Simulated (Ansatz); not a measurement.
## Al2Te3Se2: complex band structure

A new crystal, Al2Te3Se2: structure, gap and complex bands. It is built by putting Se for part of the Te in the Al2Te5 structure of space group C2/m, with the volume rescaled by atomic radii. The parent structure comes from the Materials Project.

Method: r2SCAN DFT, plane waves, PAW files, in the first sound run; inputs show where later runs differ, in Ansatz 0.2.0.

The structure was built from a prototype and need not be the compound's stable phase.

**1. The starting structure**

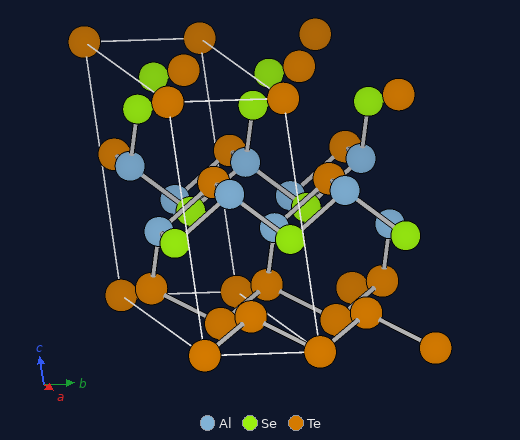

The cell as given, slightly off an axis (aluminium light blue, selenium green, tellurium orange). 1×2×1 cells are drawn. This picture shows the conventional cell, with its axes. Bonds to atoms that aren't drawn are left out. Some periodic images of atoms are drawn too.

**2. Relaxing the new crystal**

The substituted atoms don't fit the parent's cell, so cell and atoms relax together. A small smearing keeps the run stable in case the gap closes on the way.

input.yaml reads:

```yaml
crystal:
  lattice:
    - [6.8808666672, -2.0459915365, 0.0]
    - [6.8808666672, 2.0459915365, 0.0]
    - [-6.0835419442, 0.0, 7.9538381815]
  atoms:
    - { symbol: Al, position: [0.37049554, 0.37049554, 0.59810599] }
    - { symbol: Al, position: [0.62950446, 0.62950446, 0.40189401] }
    - { symbol: Se, position: [0.58145532, 0.58145532, 0.87374735] }
    - { symbol: Te, position: [0.41854468, 0.41854468, 0.12625265] }
    - { symbol: Te, position: [0.0, 0.0, 0.0] }
    - { symbol: Te, position: [0.18147808, 0.18147808, 0.59993166] }
    - { symbol: Se, position: [0.81852192, 0.81852192, 0.40006834] }
kpoints:
  mp_grid: { grid: [6, 6, 4] }
scf:
  occupations: { method: gaussian, width: 0.03 }
hamiltonian:
  xc: r2scan
output:
  forces: true
  stress: true
relax:
  f_tol: 0.02
  max_steps: 60
  cell: {}
```

On the command line:

```console
ansatz run input.yaml --threads 2 --pin off --max-ram 4096MiB --backend cpu --events-out ev --progress --plain --runs-dir out
```

Numbers of over 12 decimals in the logs are rounded to 6 here.

What it wrote:

```text
basis.fft_grid_basis auto: the FFT boxes are laid along the combinations [[1, -1, 0], [0, 1, 0], [1, 0, 1]] of the cell's own vectors, 4.092, 7.179 and 8.251 Å long. The dense box has 30×54×64 points. Along the cell's own vectors, as sized, it would have 54×54×75, 2.11 times as many. Of the 2 symmetry operations that the crystal satisfies within crystal.symmetry.tolerance (time reversal apart; of a slab, those that k [...]
Engine: ansatz 0.2.0, aarch64-unknown-linux-gnu
Pseudopotentials: kind: paw
Pseudopotential: Al, paw, valence charge 3, recommended cutoff 500 eV (meta_gga), Al.paw.azcp
Pseudopotential: Se, paw, valence charge 16, recommended cutoff 500 eV (meta_gga), Se.paw.azcp
Pseudopotential: Te, paw, valence charge 16, recommended cutoff 500 eV (meta_gga), Te.paw.azcp
Functional definition: r2SCAN
  parameter k0 = 0.174
  parameter k1 = 0.065
  parameter a1 = 4.9479
  exchange = r2scan_x(k0 = k0, k1 = k1, a1 = a1)
  correlation = r2scan_c
Crystal: 7 atoms, lattice volume = 223.951 Å³
Basis set: ecut = 500 eV, 5677 PW (Γ), FFT grids on a1−a2, a2, a1+a3, exchange–correlation on 120×216×256 points (64 copies of the dense FFT grid, shifted against one another)
Bands: 52, of which v1, the nominal top of the filled ones, is band 43 counted from 1 (42 counted from 0)
Symmetry: 2 space group operations
Space group: Cm (ITA 8), of the structure as read, at distance tolerance 6.1e-5 Å
k-points: 47 of 144 (time reversal used)
Non-local potential: Al, projectors of the file, l = 0: 2, l = 1: 2, l = 2: 1
Non-local potential: Se, projectors of the file, l = 0: 2, l = 1: 2, l = 2: 3, l = 3: 1
Non-local potential: Te, projectors of the file, l = 0: 2, l = 1: 2, l = 2: 2, l = 3: 2
PAW form: soft (Blöchl's): semilocal exchange-correlation on the pseudo side does not see the compensation charge
PAW frozen core: Al, regenerated for the run's functional (the file was generated under x = pbe(κ = 0.804, μ = 0.219515), c = pbe(β = 0.066725))
PAW frozen core: Se, regenerated for the run's functional (the file was generated under x = pbe(κ = 0.804, μ = 0.219515), c = pbe(β = 0.066725))
PAW frozen core: Te, regenerated for the run's functional (the file was generated under x = pbe(κ = 0.804, μ = 0.219515), c = pbe(β = 0.066725))
PAW one-centre angular grid: Al, 302 points (default); XC on 160 Gauss nodes
PAW one-centre angular grid: Se, 590 points (default); XC on 160 Gauss nodes
PAW one-centre angular grid: Te, 590 points (default); XC on 160 Gauss nodes
Initial density: superposition of atomic densities (neutral atoms: chi_scale 0, normalization atom), corrected by the library's trained network
Initial wavefunctions: pseudopotential atomic-orbital guess
Functional: x = r2scan, c = r2scan; τ floored in thin density (d = 2e-4 eV/Å³)
SCF iter   1: F=—  HF=-33024.948504 eV  |F-HF|=—  |Δ(HF+E_count)|=         —  Δρ=3.85e-3  dr2=1.00e-1  dr2_τ=1.59e-2  ethr=1.77e-3  ⟨swp⟩=8.0  Hψ=10127  notcnv=0  defer=2
preconditioner: auto → Resta (q_TF=auto, 2.326 Å⁻¹)  ε∞=3.7  [insulator: Δε(μ)=1.451 eV  Ē_g=9.051 eV  σ=0.030 eV  W_gap=1.00  n_scr=50 (ndim 8)  ℏωp=14.9 eV  f_vac=0.071  D(μ)=0.00/eV (n_scr^D=0)  ε∞_Penn≈3.7]
SCF iter   2: F=—  HF=-33024.985272 eV  |F-HF|=—  |Δ(HF+E_count)|=   3.68e-2  Δρ=2.01e-3  dr2=1.43e-2  dr2_τ=4.55e-4  ethr=1.17e-4  ⟨swp⟩=3.0  Hψ=4189  notcnv=0  defer=160
SCF iter   3: F=—  HF=-33024.984462 eV  |F-HF|=—  |Δ(HF+E_count)|=   8.09e-4  Δρ=8.91e-4  dr2=2.43e-3  dr2_τ=7.98e-5  ethr=1.66e-5  ⟨swp⟩=2.0  Hψ=3166  notcnv=0  defer=113
automatic band count: iteration 3 solves 51 bands in place of 52: the levels show a gap, and the empty bands left out lie too high to hold charge; the band table lists the bands solved (type scf.n_extra_bands for more)
SCF iter   4: F=—  HF=-33024.984458 eV  |F-HF|=—  |Δ(HF+E_count)|=   4.85e-6  Δρ=2.94e-4  dr2=2.03e-4  dr2_τ=7.45e-6  ethr=2.82e-6  ⟨swp⟩=2.0  Hψ=4070  notcnv=0  defer=113
SCF iter   5: F=—  HF=-33024.984487 eV  |F-HF|=—  |Δ(HF+E_count)|=   3.00e-5  Δρ=8.31e-5  dr2=2.18e-5  dr2_τ=7.83e-7  ethr=2.36e-7  ⟨swp⟩=2.0  Hψ=4305  notcnv=0  defer=113
SCF iter   6: F=—  HF=-33024.984448 eV  |F-HF|=—  |Δ(HF+E_count)|=   3.95e-5  Δρ=2.92e-5  dr2=2.51e-6  dr2_τ=4.37e-8  ethr=2.54e-8  ⟨swp⟩=2.0  Hψ=4304  notcnv=0  defer=113
SCF iter   7: F=—  HF=-33024.984450 eV  |F-HF|=—  |Δ(HF+E_count)|=   1.98e-6  Δρ=9.64e-6  dr2=3.51e-7  dr2_τ=7.79e-9  ethr=2.91e-9  ⟨swp⟩=2.0  Hψ=4305  notcnv=0  defer=113
SCF iter   8: F=-33024.984450 eV  HF=-33024.984450 eV  |F-HF|=1.77e-8  |Δ(HF+E_count)|=   1.97e-7  Δρ=3.58e-6  dr2=4.72e-8  dr2_τ=8.81e-10  ethr=1.16e-10  ⟨swp⟩=5.0  Hψ=8267  notcnv=0
SCF 1 converged in 8 iterations: F = -33024.984450 eV  dr2 = 4.72e-8
  greatest PAW one-centre occupation: 1.000 electrons in one spin orbital (limit 2), on the Se atom at site 2 (counted from 0), in its partial waves of l = 2
relax step   1: F+E_penalty+E_count = -33024.98445018 eV  Δ(F+E_penalty+E_count) = +0.000e0 eV  max|allowed force component| = 1.248e0 eV/Å  Δτ_max = 0.0000 Å  P = -1.821 GPa  Ω = 223.951 Å³  (8 SCF iters, dr2 threshold 1.00e-7 eV, accepted)
Crystal: 7 atoms, lattice volume = 219.174 Å³
Basis set: ecut = 500 eV, 5573 PW (Γ), FFT grids on a1−a2, a2, a1+a3, exchange–correlation on 120×216×256 points (64 copies of the dense FFT grid, shifted against one another)
Initial density: handed on by an earlier stage of this run
Initial wavefunctions: those handed on with the density
iter 1 solved again at ethr=2.34e-4 eV; its pass at ethr=3.10e-3 eV (dr2=2.01e-1 eV) is discarded
SCF iter   1: F=—  HF=-33025.170234 eV  |F-HF|=—  |Δ(HF+E_count)|=         —  Δρ=8.03e-3  dr2=2.02e-1  dr2_τ=2.99e-1  ethr=2.34e-4  ⟨swp⟩=1.9  Hψ=10949  notcnv=0
automatic band count: iteration 1 solves 50 bands in place of 52: the levels show a gap, and the empty bands left out lie too high to hold charge; the band table lists the bands solved (type scf.n_extra_bands for more)
preconditioner: auto → Resta (q_TF=auto, 2.334 Å⁻¹)  ε∞=3.9  [insulator: Δε(μ)=1.517 eV  Ē_g=8.804 eV  σ=0.030 eV  W_gap=1.00  n_scr=50 (ndim 8)  ℏωp=15.0 eV  f_vac=0.081  D(μ)=0.00/eV (n_scr^D=0)  ε∞_Penn≈3.9]
SCF iter   2: F=—  HF=-33025.336529 eV  |F-HF|=—  |Δ(HF+E_count)|=   1.66e-1  Δρ=4.18e-3  dr2=4.63e-2  dr2_τ=6.21e-4  ethr=2.34e-4  ⟨swp⟩=3.3  Hψ=3863  notcnv=0
SCF iter   3: F=—  HF=-33025.335096 eV  |F-HF|=—  |Δ(HF+E_count)|=   1.43e-3  Δρ=1.15e-3  dr2=5.37e-3  dr2_τ=1.21e-4  ethr=5.39e-5  ⟨swp⟩=3.4  Hψ=3771  notcnv=0
SCF iter   4: F=—  HF=-33025.335607 eV  |F-HF|=—  |Δ(HF+E_count)|=   5.10e-4  Δρ=4.52e-4  dr2=6.97e-4  dr2_τ=1.20e-5  ethr=6.25e-6  ⟨swp⟩=2.0  Hψ=4556  notcnv=0  defer=19
[...]
SCF iter   1: F=—  HF=-33025.269974 eV  |F-HF|=—  |Δ(HF+E_count)|=         —  Δρ=3.81e-3  dr2=3.95e-2  dr2_τ=1.68e-1  ethr=4.40e-5  ⟨swp⟩=2.2  Hψ=10830  notcnv=0
automatic band count: iteration 1 solves 50 bands in place of 52: the levels show a gap, and the empty bands left out lie too high to hold charge; the band table lists the bands solved (type scf.n_extra_bands for more)
preconditioner: auto → Resta (q_TF=auto, 2.335 Å⁻¹)  ε∞=3.9  [insulator: Δε(μ)=1.515 eV  Ē_g=8.843 eV  σ=0.030 eV  W_gap=1.00  n_scr=50 (ndim 8)  ℏωp=15.1 eV  f_vac=0.085  D(μ)=0.00/eV (n_scr^D=0)  ε∞_Penn≈3.9]
SCF iter   2: F=—  HF=-33025.365249 eV  |F-HF|=—  |Δ(HF+E_count)|=   9.53e-2  Δρ=2.28e-3  dr2=1.15e-2  dr2_τ=1.07e-4  ethr=4.40e-5  ⟨swp⟩=3.2  Hψ=4490  notcnv=0
SCF iter   3: F=—  HF=-33025.365991 eV  |F-HF|=—  |Δ(HF+E_count)|=   7.43e-4  Δρ=5.43e-4  dr2=8.38e-4  dr2_τ=3.08e-5  ethr=1.34e-5  ⟨swp⟩=2.3  Hψ=4243  notcnv=0
SCF iter   4: F=—  HF=-33025.366137 eV  |F-HF|=—  |Δ(HF+E_count)|=   1.45e-4  Δρ=1.72e-4  dr2=9.22e-5  dr2_τ=2.81e-6  ethr=9.74e-7  ⟨swp⟩=2.0  Hψ=4136  notcnv=0
SCF iter   5: F=—  HF=-33025.366135 eV  |F-HF|=—  |Δ(HF+E_count)|=   1.64e-6  Δρ=7.60e-5  dr2=2.93e-5  dr2_τ=8.94e-7  ethr=1.07e-7  ⟨swp⟩=2.0  Hψ=4136  notcnv=0
SCF iter   6: F=—  HF=-33025.366136 eV  |F-HF|=—  |Δ(HF+E_count)|=   1.12e-6  Δρ=2.87e-5  dr2=2.95e-6  dr2_τ=8.33e-8  ethr=3.40e-8  ⟨swp⟩=2.0  Hψ=4136  notcnv=0
SCF iter   7: F=-33025.366137 eV  HF=-33025.366137 eV  |F-HF|=1.07e-7  |Δ(HF+E_count)|=   1.21e-6  Δρ=8.68e-6  dr2=2.39e-7  dr2_τ=3.44e-9  ethr=8.14e-10  ⟨swp⟩=5.0  Hψ=8089  notcnv=0
SCF 3 converged in 7 iterations: F = -33025.366137 eV  dr2 = 2.39e-7
relax step   3: F+E_penalty+E_count = -33025.36613740 eV  Δ(F+E_penalty+E_count) = -3.038e-2 eV  max|allowed force component| = 3.218e-1 eV/Å  Δτ_max = 0.1134 Å  P = +0.056 GPa  Ω = 218.572 Å³  energy of the carried Pulay correction = +3.310e-4 eV  (7 SCF iters, dr2 threshold 7.00e-7 eV, accepted)
[...]
relax step   4: F+E_penalty+E_count = -33025.38502377 eV  Δ(F+E_penalty+E_count) = -1.889e-2 eV  max|allowed force component| = 1.206e-1 eV/Å  Δτ_max = 0.0771 Å  P = -0.018 GPa  Ω = 219.137 Å³  energy of the carried Pulay correction = +2.959e-4 eV  (7 SCF iters, dr2 threshold 7.00e-7 eV, accepted)
[...]
relax step   5: F+E_penalty+E_count = -33025.38873621 eV  Δ(F+E_penalty+E_count) = -3.712e-3 eV  max|allowed force component| = 4.464e-2 eV/Å  Δτ_max = 0.0375 Å  P = -0.029 GPa  Ω = 219.884 Å³  energy of the carried Pulay correction = +2.495e-4 eV  (6 SCF iters, dr2 threshold 7.00e-7 eV, accepted)
[...]
relax step   6: F+E_penalty+E_count = -33025.38958072 eV  Δ(F+E_penalty+E_count) = -8.445e-4 eV  max|allowed force component| = 1.157e-2 eV/Å  Δτ_max = 0.0171 Å  P = +0.002 GPa  Ω = 220.632 Å³  energy of the carried Pulay correction = +2.033e-4 eV  (6 SCF iters, dr2 threshold 1.25e-7 eV, accepted)
Initial wavefunctions: pseudopotential atomic-orbital guess (no wavefunctions were taken with the density)
iter 1 solved again at ethr=6.43e-7 eV; its pass at ethr=3.10e-3 eV (dr2=5.53e-4 eV) is discarded
SCF iter   1: F=—  HF=-33025.389434 eV  |F-HF|=—  |Δ(HF+E_count)|=         —  Δρ=9.63e-6  dr2=5.61e-8  dr2_τ=9.80e-8  ethr=6.43e-7  ⟨swp⟩=3.0  Hψ=15577  notcnv=0
eigensolver tolerance schedule: the retry pair's looser diagonalisation over-reported the residual by 9853.65 of it (diagonalisation noise at an unbounded share of the residual, at the tolerance the schedule requests for it); recorded, not acted on — ethr = c·dr2/N_el stays at c = 1.0e-1
preconditioner: auto → Resta (q_TF=auto, 2.332 Å⁻¹)  ε∞=3.6  [insulator: Δε(μ)=1.623 eV  Ē_g=9.277 eV  σ=0.030 eV  W_gap=1.00  n_scr=50 (ndim 8)  ℏωp=15.0 eV  f_vac=0.094  D(μ)=0.00/eV (n_scr^D=0)  ε∞_Penn≈3.6]
SCF iter   2: F=—  HF=-33025.389394 eV  |F-HF|=—  |Δ(HF+E_count)|=   4.07e-5  Δρ=5.19e-6  dr2=1.80e-8  dr2_τ=7.13e-9  ethr=6.53e-11  ⟨swp⟩=3.9  Hψ=5565  notcnv=0
SCF iter   3: F=—  HF=-33025.389394 eV  |F-HF|=—  |Δ(HF+E_count)|=   5.77e-8  Δρ=2.30e-6  dr2=5.64e-9  dr2_τ=1.06e-9  ethr=2.09e-11  ⟨swp⟩=2.0  Hψ=3098  notcnv=0
SCF iter   4: F=—  HF=-33025.389394 eV  |F-HF|=—  |Δ(HF+E_count)|=   1.48e-8  Δρ=3.72e-7  dr2=5.35e-10  dr2_τ=2.54e-11  ethr=6.56e-12  ⟨swp⟩=2.0  Hψ=3290  notcnv=0
SCF iter   5: F=—  HF=-33025.389394 eV  |F-HF|=—  |Δ(HF+E_count)|=  2.18e-10  Δρ=1.78e-7  dr2=1.17e-10  dr2_τ=4.08e-12  ethr=1.00e-12  ⟨swp⟩=2.2  Hψ=3326  notcnv=0
SCF iter   6: F=-33025.389394 eV  HF=-33025.389394 eV  |F-HF|=0.00e0  |Δ(HF+E_count)|=  7.28e-11  Δρ=4.08e-8  dr2=7.01e-12  dr2_τ=1.70e-13  ethr=1.00e-12  ⟨swp⟩=4.8  Hψ=7720  notcnv=0
SCF 7 converged in 6 iterations: F = -33025.389394 eV  dr2 = 7.01e-12
relax step   7: F+E_penalty+E_count = -33025.38939384 eV  Δ(F+E_penalty+E_count) = +1.869e-4 eV  max|allowed force component| = 1.157e-2 eV/Å  Δτ_max = 0.0000 Å  P = +0.001 GPa  Ω = 220.632 Å³  stress off target by 2.98e-2 GPa  SCF on the basis re-selected at this cell (its energy is not comparable with the rows above)  (6 SCF iters)
basis re-selected at this cell: Δ(F+E_penalty+E_count) = +1.869e-4 eV, ΔP = -0.001 GPa vs the last step (what re-selecting the basis moved, of the pressure what is left beyond the Pulay correction that the steps carried, after the strain that the cell walked since its last selection, with what the two solves' SCF thresholds leave and, on support functions, any second-order correction that the steps lacked; it is no m [...]
SCF converged after 6 iterations
Free energy (F): -33025.389394 eV
Harris-Foulkes:  -33025.389394 eV  (|F-HF|=0.00e0)
Internal energy: -33025.389394 eV  (E = F + TS)
E sigma→0 (E₀):  -33025.389394 eV
Fermi energy:    6.532844 eV
--- Per-component energies (eV) ---
  E_band       = -1786.524131
  E_kinetic    = 822.510526
  E_local      = -10413.485659  (includes V_loc(G=0)·N_el)
  E_nonlocal   = -2102.869981
  E_hartree    = 5623.904252
  E_xc         = -614.492488
  E_vxc        = -607.535597  (∫ρ·V_xc dr)
  E_paw        = -18855.031874  (= ΣΔE_a)
  E_vpaw       = -766.657020  (= ΣTr[D̂ρ^β])
  E_aug_tail   = -0.000534  (compensation charges beyond the density's cutoff)
  E_vtau       = 33.705631  (kinetic-family band-sum trace: ∫τ·v_τ [+ j·A + Jᵃ·Aᵃ] dr)
  E_ewald      = -7483.128447
  E_core_change = -2.795190  (= ΣΔE_core)
  E_smearing   = -0.000000  (= −TS)
  E_closure    = -0.000000  (closes the sum)
  Σ components = -33025.389394   (vs F -33025.389394, Δ=0.00e0)
--- Forces (eV/Å), atoms counted from 1 ---
  atom   1  Al    -0.00153841     0.00000000     0.01157047
  atom   2  Al     0.01153656     0.00000000    -0.01062691
  atom   3  Se    -0.00491191     0.00000000    -0.00782488
  atom   4  Te     0.00017503     0.00000000     0.00761361
  atom   5  Te     0.00439212     0.00000000    -0.00408320
  atom   6  Te    -0.00039840     0.00000000     0.00106623
  atom   7  Se    -0.00925750     0.00000000     0.00228703
  max |Σ_I F_I| component: 2.50e-6 eV/Å
--- Stress (GPa, compression-positive) ---
       -0.011784       0.000000      -0.004237
        0.000000       0.029807       0.000000
       -0.004215       0.000000      -0.015117
  P = ⅓ Tr σ = 0.0010 GPa (0.010 kbar)
--- Relaxed structure (6 steps of the walk, 6 accepted, 1 SCFs on fresh bases) ---
  F+E_penalty+E_count = -33025.38939384 eV   max|allowed force component| = 1.157e-2 eV/Å   (the final SCF, on the basis selected at the relaxed cell)
  cell:  # Å, volume = 220.6322 Å³
    - [6.856410, -2.019483, -0.012494]
    - [6.856410, 2.019483, -0.012494]
    - [-6.076361, 0.0, 7.978200]
  atoms:
    - { symbol: Al, position: [0.371549, 0.371549, 0.603599] }
    - { symbol: Al, position: [0.633566, 0.633566, 0.405634] }
    - { symbol: Se, position: [0.571750, 0.571750, 0.853482] }
    - { symbol: Te, position: [0.420304, 0.420304, 0.117713] }
    - { symbol: Te, position: [0.00435431, 0.00435431, -0.011959] }
    - { symbol: Te, position: [0.178468, 0.178468, 0.607014] }
    - { symbol: Se, position: [0.820009, 0.820009, 0.424518] }
```

The job ended after 5.5 min (2 threads of Arm Neoverse V1, shared host; peak memory 1.1 GiB).

Step by step:

```csv
step,energy less that of the first step (eV),largest force component (eV/Å),pressure (GPa),volume (Å³)
1,0.0000,1.2478,-1.82,223.95
2,-0.3513,0.4167,-0.11,219.17
3,-0.3817,0.3218,0.06,218.57
4,-0.4006,0.1206,-0.02,219.14
5,-0.4043,0.0446,-0.03,219.88
6,-0.4051,0.0116,0.00,220.63
7*,-0.4049,0.0116,0.00,220.63
```

Relaxation steps marked * repeat the geometry before them on a plane-wave basis chosen anew for their cell, so energy and pressure can jump there.

The run keeps the 2 symmetry operations that it works with, so distortions that break them were not tested.

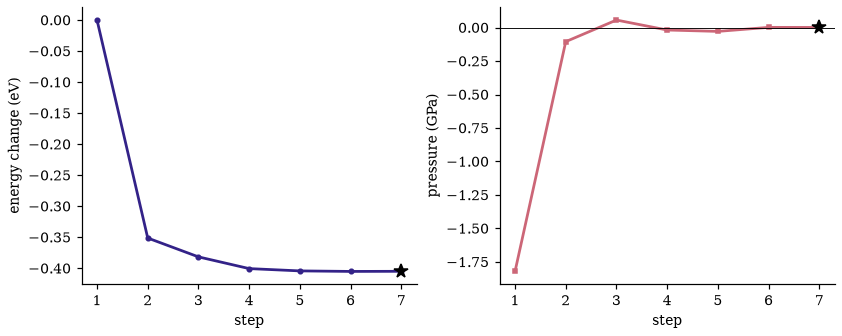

Energy and pressure along the relaxation. Stars mark steps on a basis chosen anew.

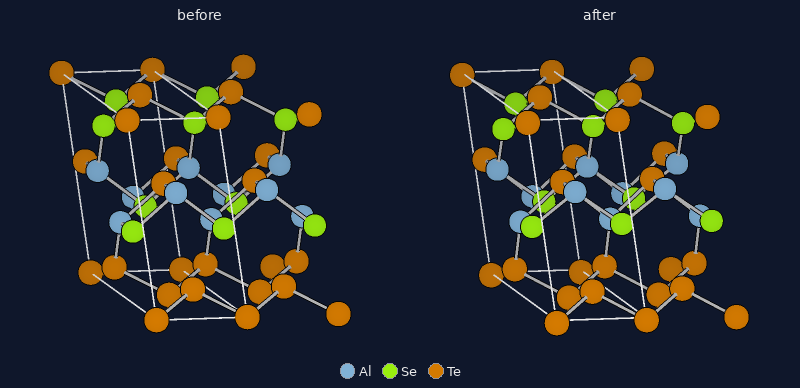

The structure before and after the relaxation, drawn at the same scale. Bonds to atoms that aren't drawn are left out.

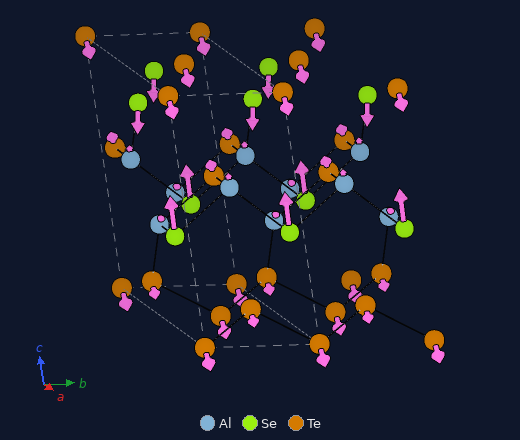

Displacements in the relaxation, exaggerated, measured against the changing cell; the longest in the cell stands for 0.23 Å. Bonds to atoms that aren't drawn are left out. 1×2×1 conventional cells are drawn. Some periodic images of atoms are drawn too.

```csv
cell as run,before,after,change
a (Å),7.179,7.148,-0.4 %
b (Å),7.179,7.148,-0.4 %
c (Å),10.014,10.029,+0.1 %
α (°),125.61,125.63,+0.0 %
β (°),125.61,125.63,+0.0 %
γ (°),33.12,32.82,-0.9 %
volume (Å³/atom),31.99,31.52,-1.5 %
```

The atoms that moved most (Å, as changes of fractional coordinates times the final cell):

```csv
atom,dx,dy,dz,length
Se7,-0.128,0.000,0.195,0.233
Te5,0.132,0.000,-0.096,0.163
Se3,-0.010,0.000,-0.161,0.162
Te4,0.076,0.000,-0.068,0.102
Te6,-0.084,0.000,0.057,0.102
Al1,-0.019,0.000,0.044,0.048
Al2,0.033,0.000,0.030,0.044
```

Numbers from this step:

```yaml
free_energy: -33025.3894 eV
fermi_energy: 6.533 eV
pressure: 9.68e-4 GPa
```

The largest force component on a free atom ends at 0.012 eV/Å.

(Part 1 of 3 ends here.)

[Logs are printed without paths, hosts, clocks, repeated set-up lines and the standing remarks that a program may print on its own settings, such as how far it seeks lower states.]

[Hosts, paths, dates, database ids (printed as entryN), source tags and the programs' standing remarks are cut or masked in the printed files.]

[New means built here by substitution; the compound itself may be known and measured.]
